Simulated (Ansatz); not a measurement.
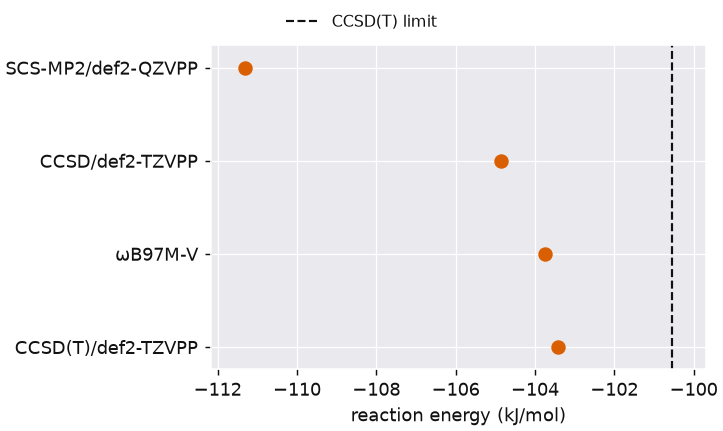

Electronic reaction energy of GaSiH₄F ([F][GaH][SiH3]) + HCl (Cl) → GaHClF ([F][GaH][Cl]) + SiH₄ ([SiH4]) (SMILES in brackets) at several levels (functionals in def2-TZVPP unless a basis is named), isolated molecules at PBE0-D4 triple-zeta geometries, minima by their frequencies, no zero-point or thermal terms, the Ansatz code. The line is frozen-core CCSD(T) at the basis limit (MP2 extrapolated from triple and quadruple zeta, plus CCSD(T) less MP2 in a smaller set). The distance of SCS-MP2/def2-QZVPP, CCSD/def2-TZVPP and CCSD(T)/def2-TZVPP to the limit includes basis error.

**What do zero-point energy and temperature add?**

Zero-point change 3.4 kJ/mol; at 298.15 K and 1 bar the CCSD(T) limit plus thermal terms gives an enthalpy of reaction of −100.0 and a free energy of −92.9 kJ/mol (harmonic PBE0-D4 modes, ideal gas).

**What range do the values span, the line included?**

From −111.3 kJ/mol (SCS-MP2/def2-QZVPP) to −100.5 kJ/mol (CCSD(T) limit).

Known limits of this run: no scalar relativity up to krypton; outer-core shells are correlated without core-valence functions, which makes the correlated values less sure.
